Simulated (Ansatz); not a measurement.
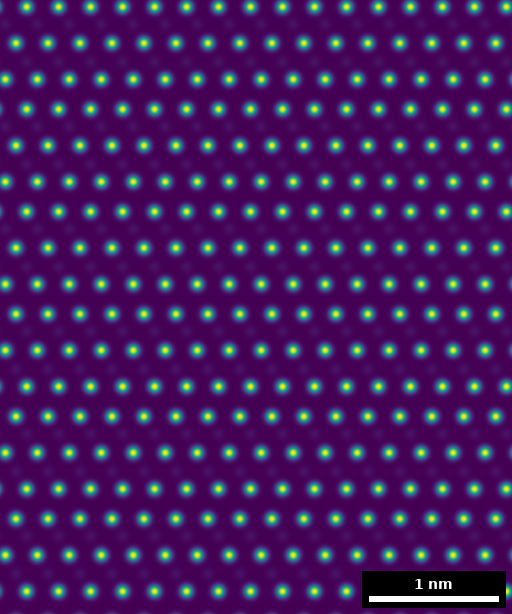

Dark-field STEM-like image of Mo$_{3}$N$_{2}$ (P-3m1, No. 164) along [100]. The image is simulated as a sum over atoms of Z^1.7, blurred by a 0.72 Å probe (no channelling).

One planar defect was built into the perfect crystal by geometry alone, without relaxation. Host structure: the geometry relaxed with DFT PBE, scalar-relativistic, plane waves, PAW in Ansatz; the starting structure was generated, so it need not be a known form of this composition.

Where does the periodic pattern break, and how?

Answer. A planar fault (a stacking fault or antiphase boundary) runs horizontally about 23 Å below the top edge. The part above it is shifted along the boundary by 1/3 of the 2.48 Å repeat of the rows (0.8 Å to the right, the same as 1.7 Å to the left); both parts keep the same orientation.
